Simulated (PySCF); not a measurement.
# SiH (SMILES [SiH]) at U-wB97X/def2-TZVPPD

What is the vertical doublet–quartet gap of SiH at U-wB97X/def2-TZVPPD? The job is set up through a Python script.

The calculation is run with PySCF 2.14.0.

2 further runs of the same task are left out: 2 set aside as unsound or not needed.

### Step 1. Starting point

The species is SiH (2 atoms), meant as a doublet with charge 0. SMILES: `[SiH]`. The shape is that of a PBE0-D4/def2-TZVP optimisation.

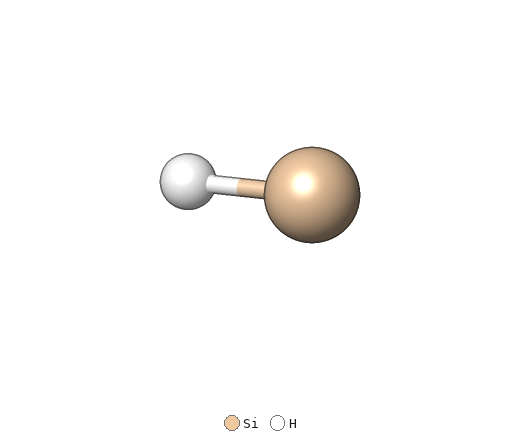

Viewed from a chosen angle; silicon light orange, hydrogen white.

### Step 2. The energy at U-wB97X/def2-TZVPPD

Contents of input.py:

```python
# HSi
from pyscf import gto, dft

system = gto.Mole()
system.atom = [
    ('Si', (0.000000, 0.000000, -0.007580)),
    ('H', (-0.000000, -0.000000, 1.524140)),
]
system.verbose = 3
system.charge = 0
system.max_memory = 1860
system.basis = 'def2-tzvppd'
system.spin = 1
system.build()

calc0 = dft.UKS(system, xc='wb97x')
calc0.grids.level = 5
calc0.conv_tol = 1e-10
calc0.kernel()
if not calc0.converged:
    calc0 = calc0.newton().run(calc0.mo_coeff, calc0.mo_occ)

etot = calc0.e_tot
print(f'total energy: {etot:.8f} hartree')
```

Run with:

```sh
$ OMP_NUM_THREADS=1 python input.py
```

Standard output:

```text
converged SCF energy = -289.978997895038  <S^2> = 0.75568097  2S+1 = 2.0056729
total energy: -289.97899790 hartree
```

Wall time 5.7 s (1 thread of Arm Neoverse V2, shared host); peak memory 0.31 GiB.

### Step 3. The quartet

Contents of run.py:

```python
from pyscf import gto, dft

molecule = gto.M(
    atom='''
Si   0.000000   0.000000  -0.007580
H    0.000000   0.000000   1.524140
''',
    verbose=3,
    spin=3,
    basis='def2-tzvppd',
    max_memory=1860,
)

ks = dft.UKS(molecule)
ks.xc = 'wb97x'
ks.grids.level = 5
ks.conv_tol = 1e-10
ks.kernel()
if not ks.converged:
    ks = ks.newton().run(ks.mo_coeff, ks.mo_occ)

e_final = ks.e_tot
print(f'total energy: {e_final:.8f} hartree')
```

Run with:

```sh
$ OMP_NUM_THREADS=1 python run.py
```

Standard output:

```text
WARN: HOMO -0.100769913093571 >= LUMO -0.273940339821696

converged SCF energy = -289.909370010095  <S^2> = 3.7517102  2S+1 = 4.000855
total energy: -289.90937001 hartree
```

Wall time 6 s (1 thread of Arm Neoverse V2, shared host); peak memory 0.31 GiB.

### Step 4. Results

Level: U-wB97X/def2-TZVPPD.

```
                                        quantity          value
                           doublet: total energy  -289.97900 Eh
                          doublet: dipole moment         0.18 D
     doublet: HOMO energy (highest over α and β)       -7.64 eV
      doublet: LUMO energy (lowest over α and β)       -1.00 eV
                                   doublet: ⟨S²⟩          0.756
                           quartet: total energy  -289.90937 Eh
                          quartet: dipole moment         0.07 D
     quartet: HOMO energy (highest over α and β)       -8.00 eV
      quartet: LUMO energy (lowest over α and β)       -3.38 eV
                                   quartet: ⟨S²⟩          3.752
vertical energy of the quartet above the doublet       1.895 eV
```

In words: At this shape the quartet lies 1.89 eV (44 kcal/mol) above the doublet.
